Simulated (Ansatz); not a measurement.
System: H₅SiSn (charge +1).

```xyz
7

Si   -0.8277   -0.6764   -0.6290
Sn    0.9063    0.7083    0.7125
H    -1.9271   -0.9294    0.3232
H    -0.0846   -1.8692   -1.0815
H    -1.1608    0.2820   -1.7082
H     0.5196    1.7510    1.9986
H     2.5744    0.7338    0.3845
```

Geometry: PBE0-D4/def2-TZVP; core potentials replace the inner electrons of Sn.

Method: RKS PBE0-D4/def2-TZVPP (Ansatz 0.2.0).

**What can the converged electron density and electron localisation function tell about the bonding?**

Si–Sn (2.59 Å): ρ is about 0.49 e/Å³ halfway; the ELF peaks at about 0.90 between the atoms, as expected for a covalent bond.
Si–H (1.48 Å): the density is about 0.83 e/Å³ at the midpoint; the ELF climbs to about 1 towards the hydrogen, as it does in any bond to H.

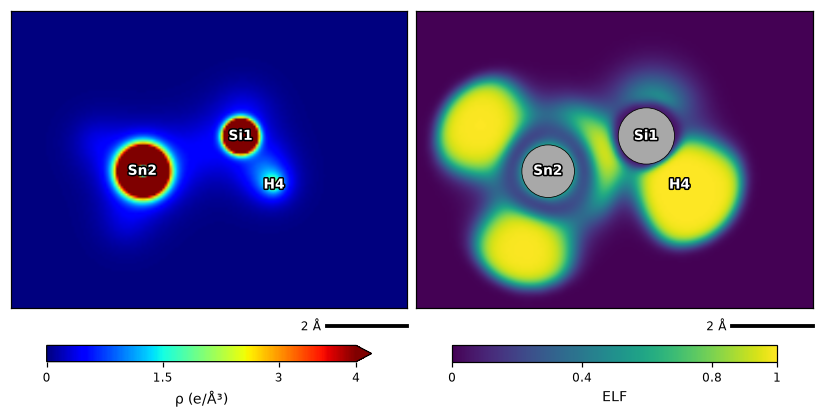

Computed electron density and electron localisation function on the plane of atoms Sn2, Si1 and H4, in this order. Grey discs cover the atomic cores in the ELF map. 
